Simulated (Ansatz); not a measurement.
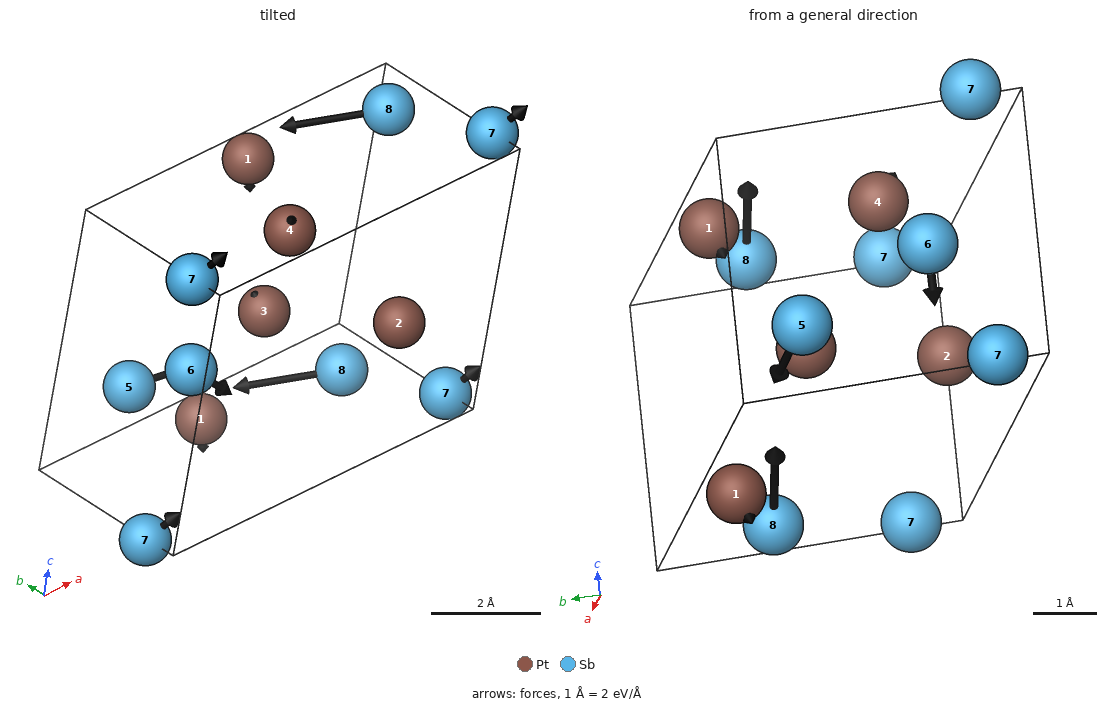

A spheres-only rendering, viewed slightly off an axis and from a general direction. One simulation cell is outlined, and atoms on its boundary appear in each equivalent place. The arrows are the computed forces on the atoms.

System: SbPt. The calculation used DFT, PAW plane waves, r2SCAN (Ansatz 0.2.0), with E_cut = 500 eV, k-grid 3×4×4, Fermi-Dirac smearing of 0.1 eV, no spin polarisation.

> Is this an equilibrium geometry?

No. The atoms still feel forces of up to about 3.3 eV/Å, far above a usual threshold of 0.01 to 0.03 eV/Å.

> Find the atom with the largest force.

Sb8, about 3.3 eV/Å.

The model is a made-up disordered cell; its atoms and cell weren't optimised. A calculation with Ansatz used it as input.
